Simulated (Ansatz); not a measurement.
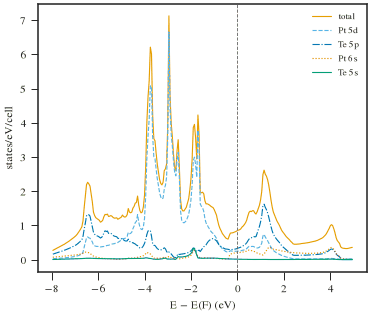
Fig. 1. Total and projected density of states of TePt (CsCl type, Pm-3m), PBE (plane waves, PAW; program Ansatz)

**Question.** Which orbitals carry the states next to the Fermi level?

**Answer.** Within 0.5 eV of the Fermi level: Te 5p 42 %, Pt 5d 30 %, Pt 6s 21 %, outside the projected shells 6 %. Projections are on Löwdin-orthogonalised atomic valence shells; empty p or d shells of many metals are not among them.

**Question.** Where is the tallest occupied peak in this window, and what makes it?

**Answer.** Near -2.9 eV, about 7.1 states/eV per cell; the largest projected share is Pt 5d.

The start of the workflow was typed in or built on a structure type; neither database checked (COD, Materials Project) lists it. COD files the formula under space group No. 166, 194, so this cell is another polymorph or a model. Its standing as an ambient phase is unchecked. The PBE relaxation kept the symmetry of its start; whether a distortion lowers the energy is not shown. The run is not spin-polarised. Its formation energy is positive at this level, so the cell may be metastable or incomplete. Spin–orbit coupling is left out wherever it is not named.

Potentials: the earlier of the program's two PAW sets.
